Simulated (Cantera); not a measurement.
Feed: 1 mol Al(CH3)3, 14 mol O2, 560 mol H2, held at 4.00 mbar.

These are equilibrium values from Cantera (NASA tables, ideal gas, pure condensed phases), not measurements of a reactor. Candidate condensed phases: Al, Al2O3, C, C6H6, C7H8, C8H18, H2O; 121 gas species. The feed counts by its element totals alone. Rates play no part.

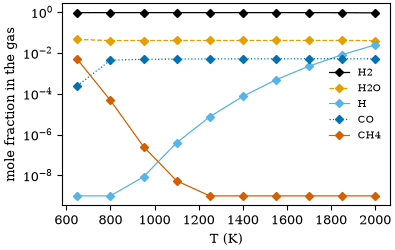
*Equilibrium gas composition (values under 1e-9 drawn at 1e-9)*

Task: Read off the mole fractions at 2000 K.

Result: H2 about 0.93, H2O about 0.041, H about 0.025, CO about 0.0052.
